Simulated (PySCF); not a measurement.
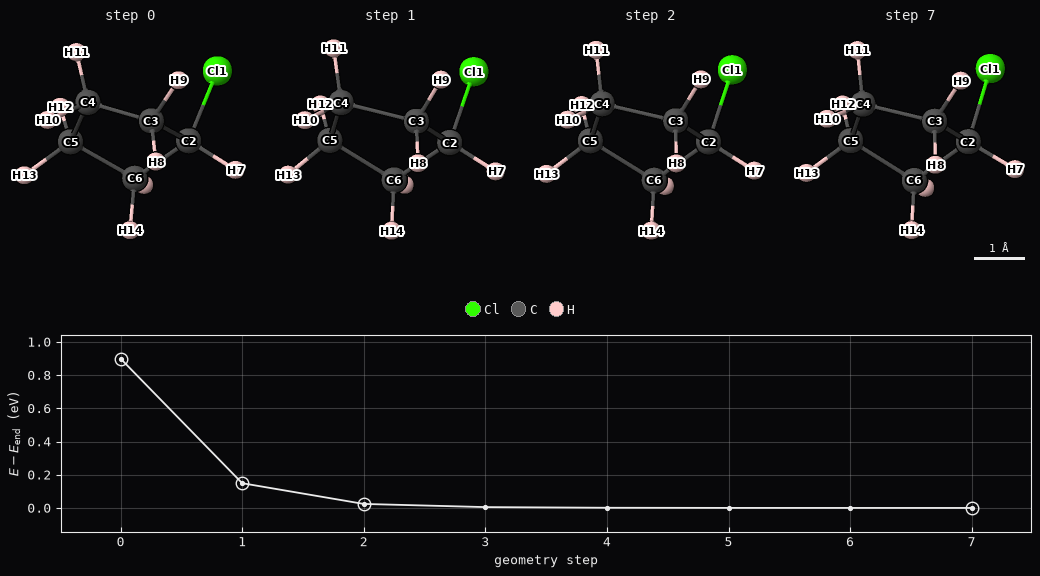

Frames of a relaxation of C5H9Cl, marked on the history of the run. A ball-and-stick model, seen from a free direction.

The start comes from MMFF94s. Its atoms were then displaced at random by about 0.03 Å.

Level of theory: PBE0-D3(BJ)/def2-SVP geometry optimisation, gas phase in PySCF 2.14.0, density-fitted response routines. 

**What happens along the run?**

The largest move after the best rigid fit is that of the Cl atom, 0.15 Å. By element the largest moves are Cl 0.15 Å, C 0.11 Å, H 0.10 Å. Near-neighbour distances that change, for instance: C–C 1.389 → 1.537 Å, C–H 1.195 → 1.100 Å, C–H 1.048 → 1.100 Å, C–H 1.151 → 1.100 Å. Among the angles between lasting bonds that change: C–C–H 119.8° → 110.4°, H–C–H 99.0° → 107.3°, C–C–H 117.6° → 110.7°. The energy falls by 0.899 eV in 7 geometry steps. From step 0 to 1: a C atom moves most (0.14 Å), energy −0.750 eV. From step 1 to 2: an H atom moves most (0.06 Å), energy −0.125 eV. From step 2 to 7: the Cl atom moves most (0.05 Å), energy −0.024 eV.
